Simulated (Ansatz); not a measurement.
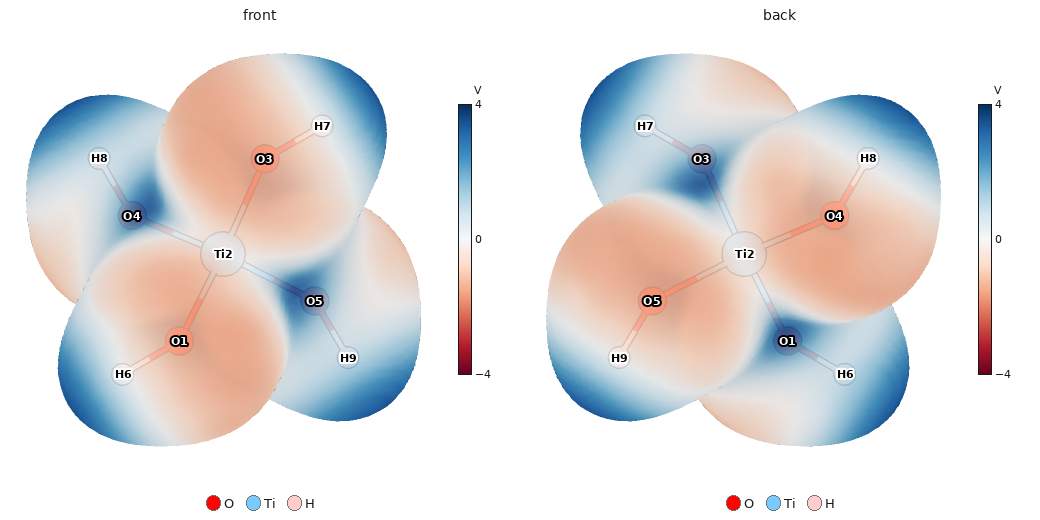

The picture shows: H₄O₄Ti (SMILES [OH][Ti]([OH])([OH])[OH]). The electrostatic potential painted on the density surface at 0.004 e/bohr³, seen from the front and from behind; the colour scale runs from red (negative) to blue (positive).

Geometry: PBE0-D4/def2-TZVP.

Theory: Ansatz 0.2.0, RKS PBE0-D4/def2-TZVPP.

The calculation's input:

```
crystal:
  periodic: [false, false, false]
  atoms:
    - {symbol: O, position_ang: [-0.105913, 1.281958, -1.256616]}
    - {symbol: Ti, position_ang: [0.009770, -0.005117, -0.001978]}
    - {symbol: O, position_ang: [1.655288, -0.733347, -0.079642]}
    - {symbol: O, position_ang: [-1.236863, -1.269943, -0.302221]}
    - {symbol: O, position_ang: [-0.273273, 0.700863, 1.630682]}
    - {symbol: H, position_ang: [-0.795464, 1.443245, -1.901695]}
    - {symbol: H, position_ang: [2.271812, -0.921403, 0.628990]}
    - {symbol: H, position_ang: [-1.131400, -2.162330, -0.634095]}
    - {symbol: H, position_ang: [-0.305358, 1.619776, 1.899375]}
basis:
  gaussian: {orbitals: def2-TZVPP}
hamiltonian: {xc: pbe0, dispersion: d4}
output: {orbitals: {seedname: orbitals}}
```

Launched as:

```sh
ansatz run in.yaml --threads 4 --pin off --events-out ev --progress --plain --max-ram 10444MiB
```

Where is the surface potential most negative and most positive?

Answer. The most negative region (about −1.6 V) lies over O1, O3, O4 and O5, the most positive (about +3.4 V) over the H and Ti atoms.
